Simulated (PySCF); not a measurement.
**A workflow on OCS (carbonyl sulfide)**

We compute a series of 19 runs (PBE0-D4/def2-TZVP, CCSD(T)/def2-TZVPP, RI-MP2/def2-QZVPP, PBE-D4/def2-TZVPP, r2SCAN-D4/def2-TZVPP, B3LYP-D4/def2-TZVPP, PBE0-D4/def2-TZVPP, wB97M-V/def2-TZVPP, and more) of COS. The job is set up through a Python script.

Program for the calculation: PySCF 2.14.0.

1 further run of the same task is left out (for a faulty analytic Hessian).

**1. The system as given**

OCS: 3 atoms, total charge 0, spin state singlet. SMILES: `O=C=S`. All atoms were displaced at random from a relaxed shape. The run starts from this shape.

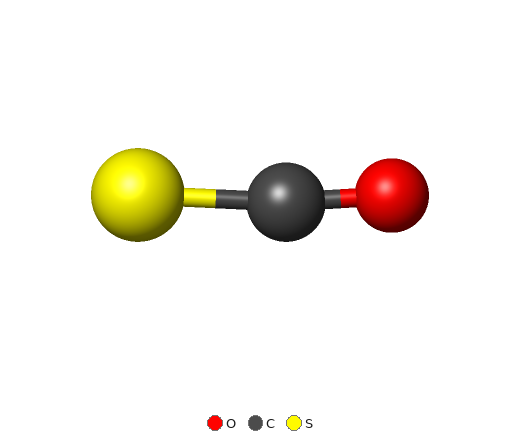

The structure, seen from a chosen angle (oxygen red, carbon dark grey, sulfur yellow).

**2. A structure relaxation at PBE0-D4/def2-TZVP (density fitting with def2-universal-jkfit) (run 1)**

Input file mol.xyz:

```xyz
3

O      0.872873     0.661533     0.583877
C      0.120646     0.051502     0.028914
S     -1.045122    -0.762172    -0.620410
```

Input file input.py:

```python
from pyscf import gto, dft
from pyscf.geomopt.geometric_solver import kernel as optimise

mol = gto.M(
    atom='mol.xyz',
    basis='def2-tzvp',
    verbose=3,
    max_memory=1860,
)

calc0 = dft.RKS(mol)
calc0.xc = 'pbe0'
calc0 = calc0.density_fit(auxbasis='def2-universal-jkfit')
calc0.grids.level = 4
calc0.disp = 'd4'
calc0.conv_tol = 1e-09
calc0.max_cycle = 100
converged, mol_eq = optimise(calc0, maxsteps=100)
print('converged:', converged)
print(mol_eq.tostring())

calc0.reset(mol_eq)
mol = mol_eq
calc0.kernel()
e_final = calc0.e_tot
print('E(%s) = %.9f' % ('PBE0', e_final))
```

Started as:

```console
OMP_NUM_THREADS=1 python input.py
```

What it wrote:

```text
maxiter                   100
----------------------------------------------------------
Custom engine selected.
Bonds will be generated from interatomic distances less than 1.20 times sum of covalent radii
9 internal coordinates being used (instead of 9 Cartesians)
Internal coordinate system (atoms numbered from 1):
Distance 1-2
Distance 2-3
LinearAngleX 1-2-3
LinearAngleY 1-2-3
Translation-X 1-3
Translation-Y 1-3
Translation-Z 1-3
Rotation-A 1-3
Rotation-B 1-3
Rotation-C 1-3
> ===== Optimization Info: ====
> Job type: Energy minimization
> Maximum number of optimization cycles: 100
> Initial / maximum trust radius (Angstrom): 0.100 / 0.300
> Convergence Criteria:
> Will converge when all 5 criteria are reached:
>  |Delta-E| < 1.00e-06
>  RMS-Grad  < 3.00e-04
>  Max-Grad  < 4.50e-04
>  RMS-Disp  < 1.20e-03
>  Max-Disp  < 1.80e-03
> === End Optimization Info ===

[... 7 lines left out ...]
WARN: Mole.unit (angstrom) is changed to Bohr
[... 1 line left out ...]
converged SCF energy = -511.335082247376
[... 7 lines left out ...]
Step    0 : Gradient = 6.958e-02/8.537e-02 (rms/max) Energy = -511.3350822474
[... 8 lines left out ...]
converged SCF energy = -511.338590513536
[... 16 lines left out ...]
converged SCF energy = -511.33886031985
[... 16 lines left out ...]
converged SCF energy = -511.338864238222
[... 10 lines left out ...]
Geometry optimization cycle 5
Cartesian coordinates (Angstrom)
 Atom        New coordinates             dX        dY        dZ
   O   0.908219   0.667852   0.574984    0.000075 -0.000066  0.000011
   C   0.080049   0.055359   0.058314   -0.000103  0.000050  0.000289
   S  -1.039444  -0.772407  -0.639804    0.000083 -0.000020  0.000077
converged SCF energy = -511.338864284048
--------------- DFRKS_Scanner gradients ---------------
         x                y                z
0 O     0.0000453774     0.0000430426     0.0000384751
1 C    -0.0000533146    -0.0000534695    -0.0000598192
2 S     0.0000062914     0.0000114897     0.0000099508
----------------------------------------------
cycle 5: E = -511.338864284  dE = -4.58256e-08  norm(grad) = 0.00012224
Step    4 : Displace = 1.538e-04/2.140e-04 (rms/max) Trust = 2.828e-01 (+) Grad = 7.058e-05/9.633e-05 (rms/max) E (change) = -511.3388642840 (-4.583e-08) Quality = 1.221
Hessian Eigenvalues: 4.99511e-02 5.00000e-02 5.00000e-02 ... 2.27895e-01 5.90813e-01 1.47911e+00
Converged! =D

converged: True
O           0.90821895        0.66785231        0.57498377
C           0.08004923        0.05535860        0.05831444
S          -1.03944356       -0.77240673       -0.63980445
converged SCF energy = -511.338864284046
E(PBE0) = -511.338864284
```

It took 39 s on 1 thread of Arm Neoverse V1, shared host; peak memory 0.93 GiB.

The path in brief:

```csv
step,energy from the first frame kept (eV),largest force (eV/Å)
0,0.0000,4.3897
1,-0.0955,1.1242
2,-0.1028,0.1041
3,-0.1029,0.0118
4,-0.1029,0.0050
```

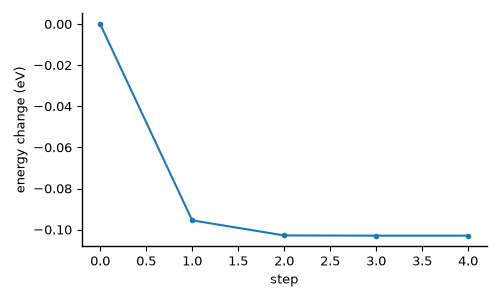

Energy along the run.

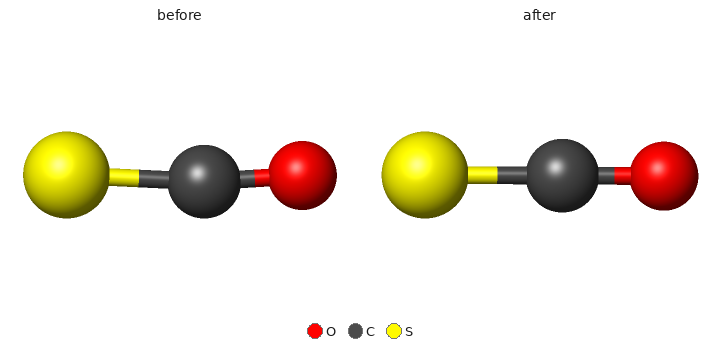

Before and after, at one scale.

After the run. Bond lengths: O1–C2 1.152 Å, C2–S3 1.558 Å. Angles: O1–C2–S3 180.0°.

**3. A single-point energy at CCSD(T)/def2-TZVPP (run 3)**

Input file job.py:

```python
from pyscf import gto, scf, cc

mol = gto.Mole()
mol.atom = [
    ('O', (0.908219, 0.667852, 0.574984)),
    ('C', (0.080049, 0.055359, 0.058314)),
    ('S', (-1.039444, -0.772407, -0.639804)),
]
mol.basis = 'def2-tzvpp'
mol.max_memory = 1860
mol.verbose = 3
mol.build()

mf = scf.RHF(mol)
mf.conv_tol = 1e-10
mf.kernel()
if not mf.converged:
    mf = mf.newton().run(mf.mo_coeff, mf.mo_occ)

mycc = cc.CCSD(mf, frozen=7)
mycc.kernel()
e_t = mycc.ccsd_t()
e_final = mycc.e_tot + e_t
print(f'total energy: {e_final:.8f} hartree')
```

Started as:

```console
OMP_NUM_THREADS=1 python job.py
```

What it wrote:

```text
converged SCF energy = -510.340252226009
E(CCSD) = -510.8874140576033  E_corr = -0.5471618315939037
CCSD(T) correction = -0.0309418808946643
total energy: -510.91835594 hartree
```

It took 37 s on 1 thread of Arm Neoverse V1, shared host; peak memory 0.66 GiB.

Runs 4 to 13 aren't shown in full; the table further down has their settings and results.

**4. A single-point energy at HF/STO-3G (run 14)**

Input file input.py:

```python
# O=C=S
from pyscf import gto

mol = gto.M(
    atom='O 0.908219 0.667852 0.574984; C 0.080049 0.055359 0.058314; S -1.039444 -0.772407 -0.639804',
    verbose=3,
    basis='sto-3g',
    max_memory=1860,
)

mf = mol.RHF()
mf.conv_tol = 1e-10
mf.kernel()
if not mf.converged:
    mf = mf.newton().run(mf.mo_coeff, mf.mo_occ)

e_tot = mf.e_tot
print('E = %.10f Eh' % e_tot)
```

Started as:

```console
OMP_NUM_THREADS=1 python input.py
```

What it wrote:

```text
converged SCF energy = -504.402546039472
E = -504.4025460395 Eh
```

It took 0.78 s on 1 thread of Arm Neoverse V1, shared host; peak memory 0.12 GiB.

Runs 15 to 19 aren't shown in full; the table further down has their settings and results.

**5. The doublet cation: the energy at UB3LYP/6-31G(d) (spherical functions) (run 20)**

Input file start.xyz:

```xyz
3
COS
O      0.908219     0.667852     0.574984
C      0.080049     0.055359     0.058314
S     -1.039444    -0.772407    -0.639804
```

Input file input.py:

```python
from pyscf import gto, dft

mol = gto.M(
    atom='start.xyz',
    basis='6-31g*',
    spin=1,
    verbose=3,
    charge=1,
    max_memory=1860,
)

mf = dft.UKS(mol)
mf.xc = 'b3lyp'
mf.grids.level = 5
mf.conv_tol = 1e-10
mf.kernel()
if not mf.converged:
    mf = mf.newton().run(mf.mo_coeff, mf.mo_occ)

energy = mf.e_tot
print('E = %.10f Eh' % energy)
```

Started as:

```console
OMP_NUM_THREADS=1 python input.py
```

What it wrote:

```text
WARN: HOMO -0.320658442614505 >= LUMO -0.320658442614508

converged SCF energy = -511.116442623622  <S^2> = 0.76191636  2S+1 = 2.0118811
E = -511.1164426236 Eh
```

Run time: 8.7 s. Hardware: 1 thread of Arm Neoverse V1, shared host; peak memory 0.27 GiB.

**6. All runs side by side**

```csv
run,level,task,integral approximation,partner,energy (Eh),dipole moment (D) of the reference,HOMO energy (eV),LUMO energy (eV),wall time
1,PBE0-D4/def2-TZVP (density fitting with def2-universal-jkfit),optimise,def2-universal-jkfit,base,-511.338864,0.70,-8.67,-0.82,39 s
3,CCSD(T)/def2-TZVPP,energy,none,base,-510.918356,0.73,-11.43,3.11,37 s
4,RI-MP2/def2-QZVPP (density fitting with def2-universal-jkfit),energy,def2-universal-jkfit,base,-510.942807,0.76,-11.45,2.95,2.5 s
5,PBE-D4/def2-TZVPP,energy,none,base,-511.319121,0.67,-7.44,-1.79,10 s
6,r2SCAN-D4/def2-TZVPP,energy,none,base,-511.521620,0.68,-7.74,-1.60,22 s
7,B3LYP-D4/def2-TZVPP,energy,none,base,-511.622343,0.75,-8.41,-1.06,11 s
8,PBE0-D4/def2-TZVPP,energy,none,base,-511.338922,0.70,-8.67,-0.82,11 s
9,wB97M-V/def2-TZVPP,energy,none,base,-511.552561,0.69,-10.75,1.46,41 s
10,B2PLYP/def2-TZVPP,energy,none,base,-511.402986,0.76,-9.66,0.63,12 s
11,SVWN5/def2-TZVPP,energy,none,base,-509.371679,0.76,-7.61,-2.02,7.5 s
12,M06-2X/def2-TZVPP,energy,none,base,-511.539464,0.74,-9.81,0.20,23 s
13,B3LYP/6-31G* (spherical functions),energy,none,base,-511.530009,0.40,-8.29,-0.77,4.5 s
14,HF/STO-3G,energy,none,base,-504.402546,0.07,-7.54,7.75,0.78 s
15,UCCSD(T)/def2-TZVPP,energy,none,cation,-510.507976,–,-19.29,-8.83,3 min
16,UPBE-D4/def2-TZVPP,energy,none,cation,-510.906624,–,-15.29,-14.97,20 s
17,UB3LYP-D4/def2-TZVPP,energy,none,cation,-511.206990,–,-16.32,-14.17,24 s
18,UPBE0-D4/def2-TZVPP,energy,none,cation,-510.924750,–,-16.57,-13.82,25 s
19,U-wB97M-V/def2-TZVPP,energy,none,cation,-511.140032,–,-18.67,-11.65,88 s
20,UB3LYP/6-31G* (spherical functions),energy,none,cation,-511.116443,–,-16.29,-14.21,8.7 s
```

**7. Results**

| quantity | value |
| --- | --- |
| doublet cation, run 20: total energy | -511.11644 Eh |
| doublet cation, run 20: HOMO energy (highest over α and β) | -16.29 eV |
| doublet cation, run 20: LUMO energy (lowest over α and β) | -14.21 eV |
| doublet cation, run 20: ⟨S²⟩ | 0.762 |
| vertical ionisation energy (to the doublet cation), CCSD(T)/def2-TZVPP | 11.167 eV |
| vertical ionisation energy (to the doublet cation), PBE-D4/def2-TZVPP | 11.225 eV |
| vertical ionisation energy (to the doublet cation), B3LYP-D4/def2-TZVPP | 11.302 eV |
| vertical ionisation energy (to the doublet cation), PBE0-D4/def2-TZVPP | 11.270 eV |
| vertical ionisation energy (to the doublet cation), wB97M-V/def2-TZVPP | 11.225 eV |
| vertical ionisation energy (to the doublet cation), B3LYP/6-31G* | 11.254 eV |

In words: At CCSD(T)/def2-TZVPP: removing an electron at fixed nuclei costs 11.17 eV (1077 kJ/mol). At PBE-D4/def2-TZVPP: removing an electron at fixed nuclei costs 11.22 eV (259 kcal/mol). −ε(HOMO) before ionisation, 7.44 eV, is 3.79 eV below this ionisation energy. At B3LYP-D4/def2-TZVPP: the vertical ionisation energy comes to 11.30 eV (1091 kJ/mol). The negative HOMO energy of the first species, 8.41 eV, lies 2.89 eV below that difference. At PBE0-D4/def2-TZVPP: removing an electron at fixed nuclei costs 11.27 eV (260 kcal/mol). Totals of different functionals can't be ranked against each other. In run 14 the basis is minimal, so the values are rough. Spin contamination of the reference: run 15 ⟨S²⟩ = 0.90. All runs together took 9.5 min, the longest 3 min.
